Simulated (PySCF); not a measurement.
# Sn, Sn+, Sn(2+): ionisation energies in x2c-TZVPPall plus 1 even-tempered diffuse shell per l, part 3 of 3

Aim: the ionisation energy of tin from differences of total energies, at each level of theory, and how far each lands from the tabulated value where there is one.

PySCF 2.14.0; x2c-TZVPPall plus 1 even-tempered diffuse shell per l, scalar relativity by spin-free X2C-1e. The scripts are equivalent inputs of a driver's runs. Earlier steps stand in the parts before.

## Step 6: Sn(2+)

UHF:

Input file input.py:

```python
from pyscf import gto, scf, dft, mp, cc
import basis_set_exchange as bse
mol = gto.M(atom="Sn 0 0 0", charge=2, spin=0, symmetry="D2h",
            basis=gto.basis.parse(bse.get_basis("x2c-TZVPPall", elements=["Sn"], fmt="nwchem", augment_diffuse=1)),
            nucmod="G")
mf = scf.UHF(mol).sfx2c1e()
mf.irrep_nelec = {'Ag': (9, 9), 'B1g': (2, 2), 'B2g': (2, 2), 'B3g': (2, 2), 'B1u': (3, 3), 'B2u': (3, 3), 'B3u': (3, 3)}
mf.kernel()
```

Output:

```text
damping factor = 0
level_shift factor = 0
DIIS = <class 'pyscf.scf.diis.CDIIS'>
diis_start_cycle = 1
diis_space = 10
diis_damp = 0
SCF conv_tol = 1e-09
SCF conv_tol_grad = None
number electrons alpha = 24  beta = 24
cycle= 1 E= -6172.99266465012  delta_E= -5.46e-12  |g|= 1.92e-06  |ddm|= 1.03e-05
converged SCF energy = -6172.99266465012  <S^2> = -2.8421709e-14  2S+1 = 1
```

CPU time 0.56 s on a shared host, the integrals not counted.

The occupied shells:

```
shell  electrons  mean orbital energy (eV)  spread (eV)  rms radius (bohr)
   1s          2                  -29363.4            0             0.0333
   2s          2                   -4540.5            0              0.136
   2p          6                   -4073.3            0              0.121
   3s          2                   -930.21            0              0.361
   3p          6                   -773.37            0              0.362
   3d         10                   -531.41            0              0.341
   4s          2                   -177.46            0              0.874
   4p          6                   -127.58            0              0.950
   4d         10                   -52.958            0               1.18
   5s          2                   -28.793            0               2.42
```

⟨S²⟩ = 0.000, ⟨L²⟩ = 0.00.

LDA:

Changes to input.py:

```diff
@@ -5,3 +5,3 @@
             nucmod="G")
-mf = scf.UHF(mol).sfx2c1e()
+mf = dft.UKS(mol, xc="LDA,VWN").sfx2c1e()
 mf.irrep_nelec = {'Ag': (9, 9), 'B1g': (2, 2), 'B2g': (2, 2), 'B3g': (2, 2), 'B1u': (3, 3), 'B2u': (3, 3), 'B3u': (3, 3)}
```

Output:

```text
damping factor = 0
level_shift factor = 0
DIIS = <class 'pyscf.scf.diis.CDIIS'>
diis_start_cycle = 1
diis_space = 10
diis_damp = 0
SCF conv_tol = 1e-09
SCF conv_tol_grad = None
number electrons alpha = 24  beta = 24
XC functionals = LDA,VWN
    P. A. M. Dirac.,  Math. Proc. Cambridge Philos. Soc. 26, 376 (1930)
    F. Bloch.,  Z. Phys. 57, 545 (1929)
    S. H. Vosko, L. Wilk, and M. Nusair.,  Can. J. Phys. 58, 1200 (1980)
cycle= 1 E= -6169.65403848526  delta_E= -0.0199  |g|= 0.0807  |ddm|= 0.548
cycle= 2 E= -6169.65408161783  delta_E= -4.31e-05  |g|= 0.0641  |ddm|= 0.0999
cycle= 3 E= -6169.65476199539  delta_E= -0.00068  |g|= 0.00684  |ddm|= 0.0582
cycle= 4 E= -6169.65477090743  delta_E= -8.91e-06  |g|= 6.18e-05  |ddm|= 0.00638
cycle= 5 E= -6169.6547709083  delta_E= -8.7e-10  |g|= 1.34e-06  |ddm|= 8.61e-05
converged SCF energy = -6169.6547709083  <S^2> = -2.4868996e-14  2S+1 = 1
```

It used 0.7 s of CPU time after the integrals (shared host).

PBE:

Changes to input.py:

```diff
@@ -5,3 +5,3 @@
             nucmod="G")
-mf = dft.UKS(mol, xc="LDA,VWN").sfx2c1e()
+mf = dft.UKS(mol, xc="PBE").sfx2c1e()
 mf.irrep_nelec = {'Ag': (9, 9), 'B1g': (2, 2), 'B2g': (2, 2), 'B3g': (2, 2), 'B1u': (3, 3), 'B2u': (3, 3), 'B3u': (3, 3)}
```

Output:

```text
damping factor = 0
level_shift factor = 0
DIIS = <class 'pyscf.scf.diis.CDIIS'>
diis_start_cycle = 1
diis_space = 10
diis_damp = 0
SCF conv_tol = 1e-09
SCF conv_tol_grad = None
number electrons alpha = 24  beta = 24
XC functionals = PBE
    J. P. Perdew, K. Burke, and M. Ernzerhof.,  Phys. Rev. Lett. 77, 3865 (1996)
    J. P. Perdew, K. Burke, and M. Ernzerhof.,  Phys. Rev. Lett. 78, 1396 (1997)
    J. P. Perdew, K. Burke, and M. Ernzerhof.,  Phys. Rev. Lett. 77, 3865 (1996)
    J. P. Perdew, K. Burke, and M. Ernzerhof.,  Phys. Rev. Lett. 78, 1396 (1997)
cycle= 1 E= -6175.24528129104  delta_E= -0.0127  |g|= 0.0503  |ddm|= 0.467
cycle= 2 E= -6175.24531348961  delta_E= -3.22e-05  |g|= 0.0361  |ddm|= 0.0552
cycle= 3 E= -6175.24552567436  delta_E= -0.000212  |g|= 0.00522  |ddm|= 0.0346
cycle= 4 E= -6175.24553093714  delta_E= -5.26e-06  |g|= 4.33e-05  |ddm|= 0.0052
cycle= 5 E= -6175.24553093758  delta_E= -4.46e-10  |g|= 9.04e-07  |ddm|= 6.93e-05
converged SCF energy = -6175.24553093758  <S^2> = -2.1316282e-14  2S+1 = 1
```

It used 1.2 s of CPU time after the integrals (shared host).

PBE0:

Changes to input.py:

```diff
@@ -5,3 +5,3 @@
             nucmod="G")
-mf = dft.UKS(mol, xc="PBE").sfx2c1e()
+mf = dft.UKS(mol, xc="PBE0").sfx2c1e()
 mf.irrep_nelec = {'Ag': (9, 9), 'B1g': (2, 2), 'B2g': (2, 2), 'B3g': (2, 2), 'B1u': (3, 3), 'B2u': (3, 3), 'B3u': (3, 3)}
```

Output:

```text
damping factor = 0
level_shift factor = 0
DIIS = <class 'pyscf.scf.diis.CDIIS'>
diis_start_cycle = 1
diis_space = 10
diis_damp = 0
SCF conv_tol = 1e-09
SCF conv_tol_grad = None
number electrons alpha = 24  beta = 24
XC functionals = PBE0
    C. Adamo and V. Barone.,  J. Chem. Phys. 110, 6158 (1999)
    M. Ernzerhof and G. E. Scuseria.,  J. Chem. Phys. 110, 5029 (1999)
cycle= 1 E= -6175.32725367204  delta_E= -0.00725  |g|= 0.0245  |ddm|= 0.363
cycle= 2 E= -6175.32729010957  delta_E= -3.64e-05  |g|= 0.0102  |ddm|= 0.0418
cycle= 3 E= -6175.32730502939  delta_E= -1.49e-05  |g|= 0.00301  |ddm|= 0.00967
cycle= 4 E= -6175.32730662418  delta_E= -1.59e-06  |g|= 2.7e-05  |ddm|= 0.00322
cycle= 5 E= -6175.32730662456  delta_E= -3.82e-10  |g|= 4.11e-07  |ddm|= 0.000137
converged SCF energy = -6175.32730662456  <S^2> = -2.8421709e-14  2S+1 = 1
```

It used 1.4 s of CPU time after the integrals (shared host).

r2SCAN:

Changes to input.py:

```diff
@@ -5,3 +5,3 @@
             nucmod="G")
-mf = dft.UKS(mol, xc="PBE0").sfx2c1e()
+mf = dft.UKS(mol, xc="R2SCAN").sfx2c1e()
 mf.irrep_nelec = {'Ag': (9, 9), 'B1g': (2, 2), 'B2g': (2, 2), 'B3g': (2, 2), 'B1u': (3, 3), 'B2u': (3, 3), 'B3u': (3, 3)}
```

Output:

```text
damping factor = 0
level_shift factor = 0
DIIS = <class 'pyscf.scf.diis.CDIIS'>
diis_start_cycle = 1
diis_space = 10
diis_damp = 0
SCF conv_tol = 1e-09
SCF conv_tol_grad = None
number electrons alpha = 24  beta = 24
XC functionals = R2SCAN
    J. W. Furness, A. D. Kaplan, J. Ning, J. P. Perdew, and J. Sun.,  J. Phys. Chem. Lett. 11, 8208-8215 (2020)
    J. W. Furness, A. D. Kaplan, J. Ning, J. P. Perdew, and J. Sun.,  J. Phys. Chem. Lett. 11, 9248-9248 (2020)
    J. W. Furness, A. D. Kaplan, J. Ning, J. P. Perdew, and J. Sun.,  J. Phys. Chem. Lett. 11, 8208-8215 (2020)
    J. W. Furness, A. D. Kaplan, J. Ning, J. P. Perdew, and J. Sun.,  J. Phys. Chem. Lett. 11, 9248-9248 (2020)
cycle= 1 E= -6175.67664294889  delta_E= -0.00829  |g|= 0.0369  |ddm|= 0.385
cycle= 2 E= -6175.67672242113  delta_E= -7.95e-05  |g|= 0.0239  |ddm|= 0.0803
cycle= 3 E= -6175.67681511783  delta_E= -9.27e-05  |g|= 0.00379  |ddm|= 0.0206
cycle= 4 E= -6175.67681802181  delta_E= -2.9e-06  |g|= 0.000188  |ddm|= 0.00585
cycle= 5 E= -6175.67681804014  delta_E= -1.83e-08  |g|= 4.16e-06  |ddm|= 0.000718
cycle= 6 E= -6175.67681804015  delta_E= -1.46e-11  |g|= 5.57e-07  |ddm|= 2.16e-05
converged SCF energy = -6175.67681804015  <S^2> = -2.1316282e-14  2S+1 = 1
```

It used 2.9 s of CPU time after the integrals (shared host).

B2PLYP:

Changes to input.py:

```diff
@@ -5,3 +5,3 @@
             nucmod="G")
-mf = dft.UKS(mol, xc="R2SCAN").sfx2c1e()
+mf = dft.UKS(mol, xc="0.53*HF + 0.47*B88, 0.73*LYP").sfx2c1e()
 mf.irrep_nelec = {'Ag': (9, 9), 'B1g': (2, 2), 'B2g': (2, 2), 'B3g': (2, 2), 'B1u': (3, 3), 'B2u': (3, 3), 'B3u': (3, 3)}
```

Output:

```text
damping factor = 0
level_shift factor = 0
DIIS = <class 'pyscf.scf.diis.CDIIS'>
diis_start_cycle = 1
diis_space = 10
diis_damp = 0
SCF conv_tol = 1e-09
SCF conv_tol_grad = None
number electrons alpha = 24  beta = 24
XC functionals = 0.53*HF + 0.47*B88, 0.73*LYP
    A. D. Becke.,  Phys. Rev. A 38, 3098 (1988)
    C. Lee, W. Yang, and R. G. Parr.,  Phys. Rev. B 37, 785 (1988)
    B. Miehlich, A. Savin, H. Stoll, and H. Preuss.,  Chem. Phys. Lett. 157, 200 (1989)
cycle= 1 E= -6174.99037725353  delta_E= -0.00309  |g|= 0.0186  |ddm|= 0.189
cycle= 2 E= -6174.9904180279  delta_E= -4.08e-05  |g|= 0.00778  |ddm|= 0.042
cycle= 3 E= -6174.99042797404  delta_E= -9.95e-06  |g|= 0.00171  |ddm|= 0.00602
cycle= 4 E= -6174.9904284845  delta_E= -5.1e-07  |g|= 6.26e-05  |ddm|= 0.00292
cycle= 5 E= -6174.99042848602  delta_E= -1.52e-09  |g|= 1.16e-06  |ddm|= 0.000167
cycle= 6 E= -6174.99042848601  delta_E= 3.64e-12  |g|= 4.8e-08  |ddm|= 4.77e-06
converged SCF energy = -6174.99042848601  <S^2> = -2.4868996e-14  2S+1 = 1
```

It used 1.8 s of CPU time after the integrals (shared host).

Script and log cover the SCF part. The PT2 part, added by the driver, -0.03105 hartree before scaling by 0.27, brings the total to -6174.998813 hartree.

BLYP:

Changes to input.py:

```diff
@@ -5,3 +5,3 @@
             nucmod="G")
-mf = dft.UKS(mol, xc="0.53*HF + 0.47*B88, 0.73*LYP").sfx2c1e()
+mf = dft.UKS(mol, xc="BLYP").sfx2c1e()
 mf.irrep_nelec = {'Ag': (9, 9), 'B1g': (2, 2), 'B2g': (2, 2), 'B3g': (2, 2), 'B1u': (3, 3), 'B2u': (3, 3), 'B3u': (3, 3)}
```

Output:

```text
damping factor = 0
level_shift factor = 0
DIIS = <class 'pyscf.scf.diis.CDIIS'>
diis_start_cycle = 1
diis_space = 10
diis_damp = 0
SCF conv_tol = 1e-09
SCF conv_tol_grad = None
number electrons alpha = 24  beta = 24
XC functionals = BLYP
    A. D. Becke.,  Phys. Rev. A 38, 3098 (1988)
    C. Lee, W. Yang, and R. G. Parr.,  Phys. Rev. B 37, 785 (1988)
    B. Miehlich, A. Savin, H. Stoll, and H. Preuss.,  Chem. Phys. Lett. 157, 200 (1989)
cycle= 1 E= -6175.88003263518  delta_E= -0.0138  |g|= 0.0651  |ddm|= 0.438
cycle= 2 E= -6175.88006288557  delta_E= -3.03e-05  |g|= 0.0536  |ddm|= 0.0793
cycle= 3 E= -6175.88054566907  delta_E= -0.000483  |g|= 0.00463  |ddm|= 0.0483
cycle= 4 E= -6175.88054987825  delta_E= -4.21e-06  |g|= 6.25e-05  |ddm|= 0.0048
cycle= 5 E= -6175.88054987916  delta_E= -9.11e-10  |g|= 7.71e-07  |ddm|= 9.88e-05
converged SCF energy = -6175.88054987916  <S^2> = -2.8421709e-14  2S+1 = 1
```

CPU time 1.2 s on a shared host, the integrals not counted.

wB97X-V:

Changes to input.py:

```diff
@@ -5,3 +5,3 @@
             nucmod="G")
-mf = dft.UKS(mol, xc="BLYP").sfx2c1e()
+mf = dft.UKS(mol, xc="WB97X_V").sfx2c1e()
 mf.irrep_nelec = {'Ag': (9, 9), 'B1g': (2, 2), 'B2g': (2, 2), 'B3g': (2, 2), 'B1u': (3, 3), 'B2u': (3, 3), 'B3u': (3, 3)}
```

Output:

```text
damping factor = 0
level_shift factor = 0
DIIS = <class 'pyscf.scf.diis.CDIIS'>
diis_start_cycle = 1
diis_space = 10
diis_damp = 0
SCF conv_tol = 1e-09
SCF conv_tol_grad = None
number electrons alpha = 24  beta = 24
XC functionals = WB97X_V
    N. Mardirossian and M. Head-Gordon.,  Phys. Chem. Chem. Phys. 16, 9904-9924 (2014)
NLC functional = WB97X_V
cycle= 1 E= -6175.37857823557  delta_E= -0.00764  |g|= 0.0268  |ddm|= 0.292
cycle= 2 E= -6175.37871649384  delta_E= -0.000138  |g|= 0.00881  |ddm|= 0.0792
cycle= 3 E= -6175.37873128025  delta_E= -1.48e-05  |g|= 0.00295  |ddm|= 0.0107
cycle= 4 E= -6175.37873331653  delta_E= -2.04e-06  |g|= 0.000308  |ddm|= 0.00774
cycle= 5 E= -6175.37873336374  delta_E= -4.72e-08  |g|= 1.14e-05  |ddm|= 0.00135
cycle= 6 E= -6175.37873336381  delta_E= -7.46e-11  |g|= 3.68e-07  |ddm|= 3.94e-05
converged SCF energy = -6175.37873336381  <S^2> = -2.1316282e-14  2S+1 = 1
```

CPU time 3.7 s on a shared host, the integrals not counted.

BHandHLYP:

Changes to input.py:

```diff
@@ -5,3 +5,3 @@
             nucmod="G")
-mf = dft.UKS(mol, xc="WB97X_V").sfx2c1e()
+mf = dft.UKS(mol, xc="BHANDHLYP").sfx2c1e()
 mf.irrep_nelec = {'Ag': (9, 9), 'B1g': (2, 2), 'B2g': (2, 2), 'B3g': (2, 2), 'B1u': (3, 3), 'B2u': (3, 3), 'B3u': (3, 3)}
```

Output:

```text
damping factor = 0
level_shift factor = 0
DIIS = <class 'pyscf.scf.diis.CDIIS'>
diis_start_cycle = 1
diis_space = 10
diis_damp = 0
SCF conv_tol = 1e-09
SCF conv_tol_grad = None
number electrons alpha = 24  beta = 24
XC functionals = BHANDHLYP
    A. D. Becke.,  J. Chem. Phys. 98, 1372 (1993)
    Defined through Gaussian implementation.
cycle= 1 E= -6175.6715522016  delta_E= -0.00357  |g|= 0.0165  |ddm|= 0.22
cycle= 2 E= -6175.67158835277  delta_E= -3.62e-05  |g|= 0.00569  |ddm|= 0.0385
cycle= 3 E= -6175.67159353103  delta_E= -5.18e-06  |g|= 0.00178  |ddm|= 0.0045
cycle= 4 E= -6175.67159406642  delta_E= -5.35e-07  |g|= 6.52e-05  |ddm|= 0.00264
cycle= 5 E= -6175.67159406795  delta_E= -1.53e-09  |g|= 8.71e-07  |ddm|= 0.000152
cycle= 6 E= -6175.67159406796  delta_E= -4.55e-12  |g|= 3.88e-08  |ddm|= 3.55e-06
converged SCF energy = -6175.67159406796  <S^2> = -2.1316282e-14  2S+1 = 1
```

CPU time 1.7 s on a shared host, the integrals not counted.

## Step 7: Sn(2+), continued

MP2 (valence):

input.py, as its differences from that of step 6:

```diff
@@ -5,4 +5,5 @@
             nucmod="G")
-mf = dft.UKS(mol, xc="BHANDHLYP").sfx2c1e()
+mf = scf.UHF(mol).sfx2c1e()
 mf.irrep_nelec = {'Ag': (9, 9), 'B1g': (2, 2), 'B2g': (2, 2), 'B3g': (2, 2), 'B1u': (3, 3), 'B2u': (3, 3), 'B3u': (3, 3)}
 mf.kernel()
+mp.UMP2(mf, frozen=23).kernel()
```

This step left no log, only its results.

CPU time 0.17 s on a shared host, the integrals not counted.

With 2 electrons correlated, the MP2 correlation energy is -0.02461 hartree (0.00000 same spin, -0.02461 opposite spin); the SCS form gives -0.02953. Largest pairs of shells: 5s-5s -0.0246.

MP2 (valence and next inner shell):

Changes to input.py:

```diff
@@ -8,2 +8,2 @@
 mf.kernel()
-mp.UMP2(mf, frozen=23).kernel()
+mp.UMP2(mf, frozen=14).kernel()
```

No log was kept for this step.

It used 0.38 s of CPU time after the integrals (shared host).

With 20 electrons correlated, the MP2 correlation energy is -0.35350 hartree (-0.12022 same spin, -0.23328 opposite spin); the SCS form gives -0.32001. Largest pairs of shells: 4d-4d -0.1595, 4d-5s -0.0744, 4p-4d -0.0515, 5s-5s -0.0246, 4p-4p -0.0165.

## Step 8: How the shells move

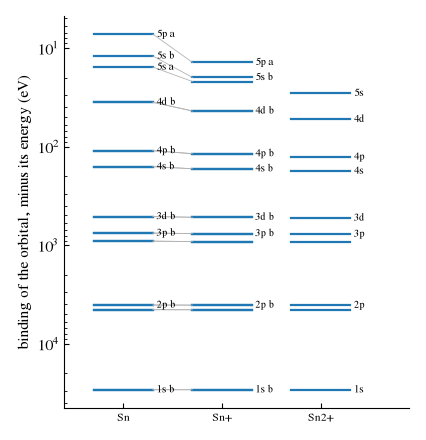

Hartree-Fock orbital energies of the states on a logarithmic scale (a, b: spin up and down; * marks an excited configuration).

## Step 9: The energy differences

Ionisation energy: Sn [Kr] 4d10 5s2 5p2 (3P) → Sn+ [Kr] 4d10 5s2 5p1 (2P).

```
                                method  value (eV)  error (eV)  CPU time, both states (s)
                                   UHF       6.862      -0.528                         20
                                   LDA       7.432      +0.043                        1.6
                                   PBE       7.271      -0.119                        2.8
                                  PBE0       7.316      -0.073                        3.3
                                r2SCAN       7.416      +0.027                        6.2
                                B2PLYP       7.172      -0.218                          4
                                  BLYP       7.095      -0.294                        2.8
                               wB97X-V       7.152      -0.237                        8.1
                             BHandHLYP       7.181      -0.208                        3.4
                         MP2 (valence)       7.156      -0.233                         20
                     SCS-MP2 (valence)       7.091      -0.298                         20
    MP2 (valence and next inner shell)       7.267      -0.122                         21
SCS-MP2 (valence and next inner shell)       7.154      -0.235                         21
```

Reference: 7.389 eV (measured; NIST levels, between the centres of gravity of the two terms). Errors of the correlated levels include the incompleteness of this basis.

Ionisation energy: Sn+ [Kr] 4d10 5s2 5p1 (2P) → Sn(2+) [Kr] 4d10 5s2 (1S).

```
                                method  value (eV)  error (eV)  CPU time, both states (s)
                                   UHF      13.721      -0.560                         10
                                   LDA      14.393      +0.111                        1.5
                                   PBE      14.210      -0.072                        2.6
                                  PBE0      14.245      -0.037                        3.1
                                r2SCAN      14.343      +0.062                        5.8
                                B2PLYP      14.114      -0.168                        3.7
                                  BLYP      14.131      -0.150                        2.6
                               wB97X-V      14.142      -0.139                        7.8
                             BHandHLYP      14.195      -0.087                        3.3
                         MP2 (valence)      13.915      -0.367                         11
                     SCS-MP2 (valence)      13.902      -0.380                         11
    MP2 (valence and next inner shell)      14.074      -0.207                         11
SCS-MP2 (valence and next inner shell)      14.000      -0.282                         11
```

Reference: 14.282 eV (measured; NIST levels, between the centres of gravity of the two terms). Errors of the correlated levels include the incompleteness of this basis.

Times are CPU seconds on a shared host without the integrals; correlated rows include their Hartree-Fock run, whose time holds the symmetry-adapted start and any spin-orbit constants, while functionals begin from orbitals already made.

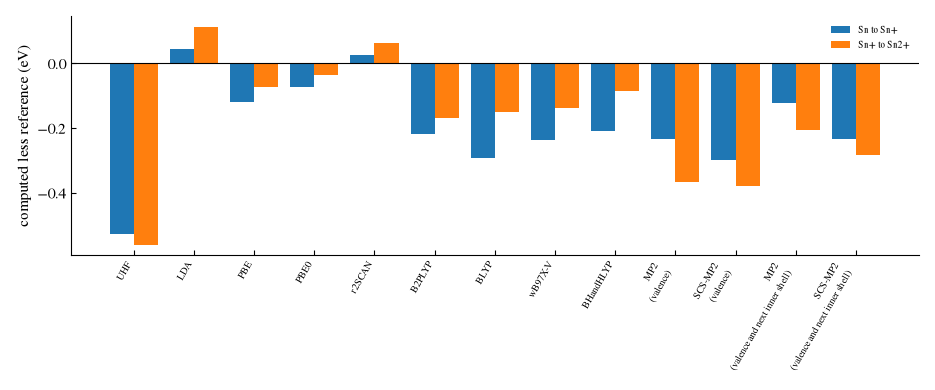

Computed less reference values by method.

## Step 10: Outcome

What follows sums up all 3 parts.

| quantity | value |
| --- | --- |
| ionisation energy, Sn | UHF 6.862, MP2 (valence and next inner shell) 7.267 eV; reference 7.389 |
| ionisation energy, Sn+ | UHF 13.721, MP2 (valence and next inner shell) 14.074 eV; reference 14.282 |

Each level's miss and price (over 2 differences):

```
                                method  mean absolute miss against the measured values (with the measured fine structure taken into account where it is known) (eV)  CPU time, both states (s)
                                   UHF                                                                                                                        0.544                         15
                                   LDA                                                                                                                        0.077                        1.6
                                   PBE                                                                                                                        0.095                        2.7
                                  PBE0                                                                                                                        0.055                        3.2
                                r2SCAN                                                                                                                        0.044                          6
                                B2PLYP                                                                                                                        0.193                        3.8
                                  BLYP                                                                                                                        0.222                        2.7
                               wB97X-V                                                                                                                        0.188                        7.9
                             BHandHLYP                                                                                                                        0.147                        3.4
                         MP2 (valence)                                                                                                                        0.300                         16
                     SCS-MP2 (valence)                                                                                                                        0.339                         16
    MP2 (valence and next inner shell)                                                                                                                        0.165                         16
SCS-MP2 (valence and next inner shell)                                                                                                                        0.258                         16
```

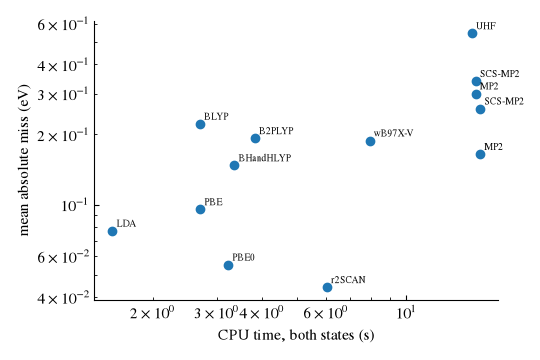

Miss against the measured values (with the measured fine structure taken into account where it is known) and CPU time.

In words: r2SCAN lands nearest to the measured values (mean absolute error over 2 measured values 0.04 eV), level with PBE0; UHF misses by most (0.54 eV). Hartree-Fock falls short because the species with more electrons holds more correlation energy, which it lacks. PBE is off by -0.12, -0.07 eV. All values hold for this basis alone; no basis-set limit was taken. The dearest level timed, MP2 (valence and next inner shell), costs 10 times the cheapest, LDA, and differs from the measured values (with the measured fine structure taken into account where it is known) by 0.16 against 0.08 eV.
